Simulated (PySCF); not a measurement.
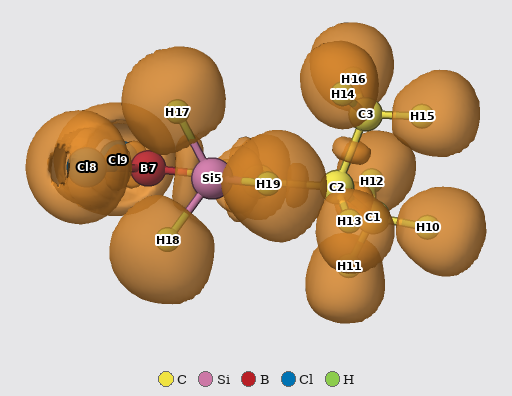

C5H11BCl2Si. Isosurface of the electron localisation function at 0.85 (orange), seen from one side. Only the valence region is drawn (cores and ρ < 0.01 e/Å³ removed).

Geometry: GFN2-xTB.

All numbers below come from PBE0/pcSseg-1, SCF density, gas phase, non-relativistic in PySCF 2.14.0.

```xyz
20

C    -1.8715   -0.9172   -0.8976
C    -1.1091    0.2362   -0.2474
C    -1.4700    0.3351    1.2395
C     0.3937    0.1602   -0.3480
Si    1.2852    1.8321   -0.1683
C     1.0218   -1.0215   -0.5048
B     2.5293   -1.2786   -0.5863
Cl    3.6999   -0.0128   -0.5384
Cl    3.1156   -2.8987   -0.7376
H    -2.9328   -0.6795   -0.9215
H    -1.5321   -1.0784   -1.9183
H    -1.7505   -1.8403   -0.3359
H    -1.4275    1.1649   -0.7343
H    -0.9806    1.1913    1.6974
H    -2.5459    0.4410    1.3595
H    -1.1479   -0.5644    1.7602
H     2.1174    1.8535    1.0314
H     1.9818    2.1700   -1.4062
H     0.2172    2.8266    0.0165
H     0.4008   -1.9088   -0.5824
```

What do the ELF domains correspond to?

At this value the surface marks out one region between bonded B–C atoms (shared pairs), two regions between bonded B–Cl atoms (shared pairs), four regions between bonded C–C atoms (shared pairs), one region between bonded C–Si atoms (shared pairs), eleven regions around hydrogen nuclei and two rings or bowls of non-bonding electrons around Cl. Profiles from the grid: C–C (1.35 Å): the ELF peaks at about 0.95 between the atoms, as expected for a covalent bond. C–B (1.53 Å): the ELF peaks at about 1 between the atoms: localised, covalent bonding.
